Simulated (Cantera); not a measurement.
A closed system holds: 1 mol CHF3, a varied amount of H2, at 1402 °C and 3.60 Pa.

Equilibrium computed with Cantera from the NASA thermochemical tables; the gas is ideal and each condensed phase is pure. Candidate condensed phases: C, C6H6, C7H8, C8H18; 95 gas species. Gases not in the tables: C2F6 and larger saturated fluorocarbons. Equilibrium is a limit: real reactors are often held back by kinetics, nucleation or transport.

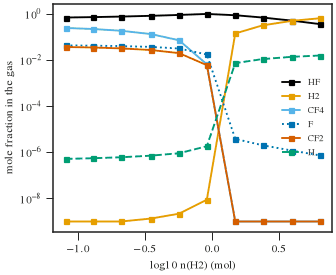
Equilibrium gas composition (values under 1e-9 drawn at 1e-9)

**Question.** Read off the mole fractions at 0.35 mol H2.

**Answer.** HF about 0.81, CF4 about 0.13, F about 0.036, CF2 about 0.027, H about 7.1e-7.
